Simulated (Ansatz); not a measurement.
The structure below was relaxed with Ansatz (a quantum-chemistry and plane-wave program) PBEsol, scalar-relativistic without spin-orbit coupling, at pressure 0.3 GPa.

```xyz
2
Lattice="0.0000 2.1089 2.1089 2.1089 0.0000 2.1089 2.1089 2.1089 0.0000" Properties=species:S:1:pos:R:3 pbc="T T T"
Ga     0.0000     0.0000     0.0000
N      2.1089     2.1089     2.1089
```

Question: Find the space group and the Wyckoff positions.

Answer: Space group Fm-3m (No. 225); a = b = c = 4.218 Å, α = β = γ = 90.00°

```
atom  site  symmetry       x       y       z
----  ----  --------  ------  ------  ------
Ga      4a      m-3m  0.0000  0.0000  0.0000
N       4b      m-3m  0.5000  0.5000  0.5000
```

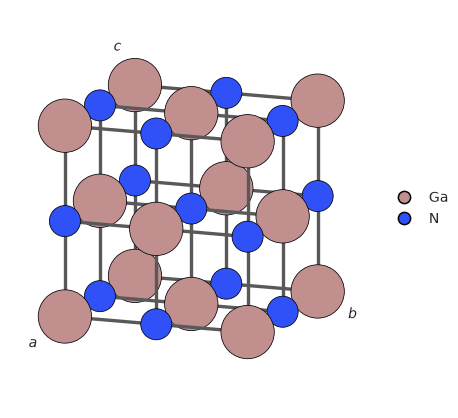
Fig. 1. The conventional cell

Load acts through the strain it causes; cell and atoms are relaxed under it. Stability against distortions was not tested. The cell was made from GaN in the rock salt structure (space group Fm-3m, No. 225) by this change: pressure 0.3 GPa. This is not the structure that GaN has at room temperature and ambient pressure.
